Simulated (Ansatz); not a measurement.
# C4H7FSSi: what the fields show

Input

```
basis:
  gaussian:
    orbitals: def2-SVPD
crystal:
  periodic: [false, false, false]
  atoms:
    - {symbol: C, position_ang: [-0.584218, 1.991732, -0.741744]}
    - {symbol: C, position_ang: [0.469391, 1.958236, -1.584561]}
    - {symbol: C, position_ang: [2.224758, 2.563115, 0.500773]}
    - {symbol: C, position_ang: [1.402720, 1.697665, 1.449090]}
    - {symbol: F, position_ang: [-1.275654, 0.681845, 1.684862]}
    - {symbol: S, position_ang: [2.174778, 2.050864, -1.242852]}
    - {symbol: Si, position_ang: [-0.422023, 1.943543, 1.097228]}
    - {symbol: H, position_ang: [-0.974822, 3.146279, 1.784931]}
    - {symbol: H, position_ang: [-1.574216, 1.944927, -1.210273]}
    - {symbol: H, position_ang: [0.313594, 1.858258, -2.666852]}
    - {symbol: H, position_ang: [3.297788, 2.539456, 0.747073]}
    - {symbol: H, position_ang: [1.910629, 3.621174, 0.541061]}
    - {symbol: H, position_ang: [1.656555, 0.632604, 1.315151]}
    - {symbol: H, position_ang: [1.640196, 1.957916, 2.493703]}
hamiltonian:
  xc: pbe0
output:
  forces: true
  orbitals: {seedname: orbitals}
```

Launched as:

```sh
ansatz run input.yaml --threads 4 --pin off --max-ram 7830MiB --events-out events.jsonl --progress --plain --runs-dir runs
```

Geometry: PBE0-D3(BJ)/def2-SVP.

The calculation used Ansatz 0.2.0, isolated molecule in a Gaussian basis; Kohn-Sham density functional theory, functional PBE0.

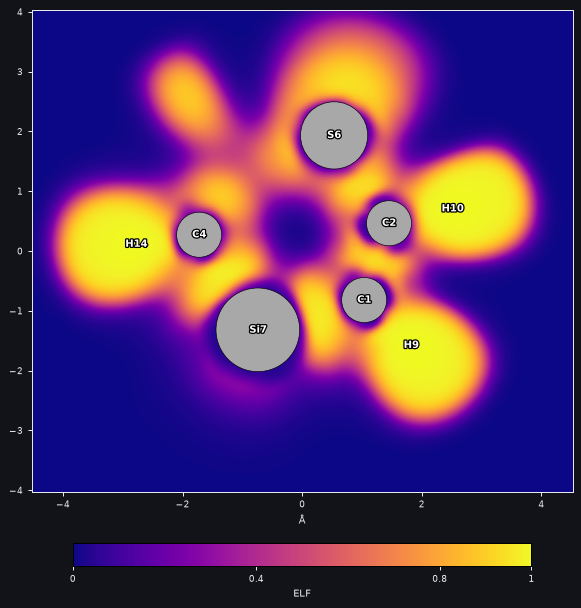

Figure 1. ELF on the plane of atoms C2, C1 and Si7. Grey discs cover the atomic cores.

Q: Describe what can be read from this map.

A:
- The plane passes through C, S, Si and H nuclei.
- C–C (1.35 Å): the ELF peaks at about 0.90 between the atoms (a covalent bond).
- C–S (1.74 Å): the ELF peaks at about 0.90 between the atoms; a shared electron pair.
- C–Si (1.85 Å): the ELF peaks at about 0.95 between the atoms; localised, covalent bonding.
- C–H (1.10 Å): the ELF climbs to about 1 towards the hydrogen, as it does in any bond to H (an ordinary covalent bond to hydrogen).
- The ELF also peaks beside S6, away from the bonds: lone-pair regions.

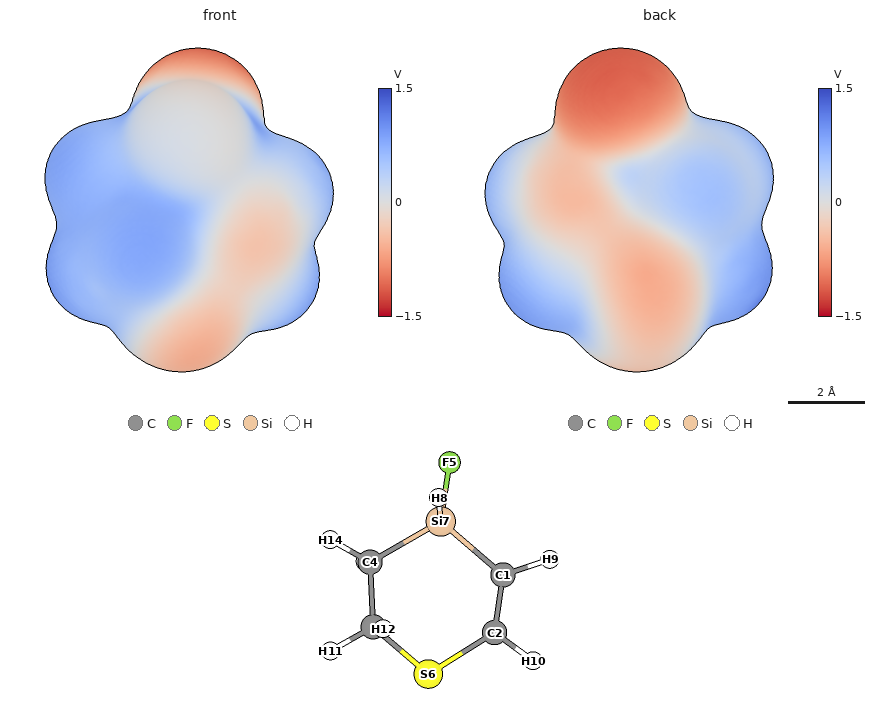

Figure 2. The electrostatic potential painted on the density surface at 0.001 e/bohr³, seen from the front and from behind; the colour scale runs from red (negative) to blue (positive). The bare structure is drawn below in the same view.

Q: Describe the electrostatic potential map.

A: The most negative region (about −1.1 V) lies over F5, the most positive (about +0.9 V) over H11.

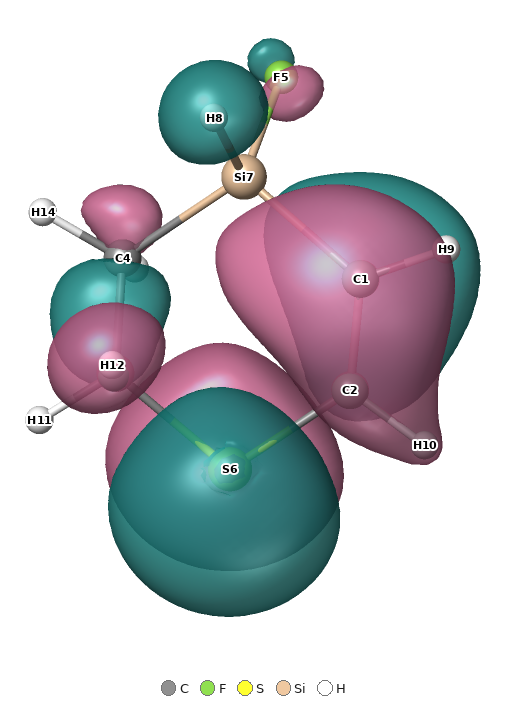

Figure 3. One frontier orbital at ±0.06 Å⁻³ᐟ² (teal and pink are the two phases), seen at a tilt.

Q: Which orbital is it: HOMO or LUMO?

A: The HOMO, at −6.61 eV. Its weight (Hirshfeld) is mainly on S6 (about 50 %), C1 (about 25 %) and C2 (about 10 %).
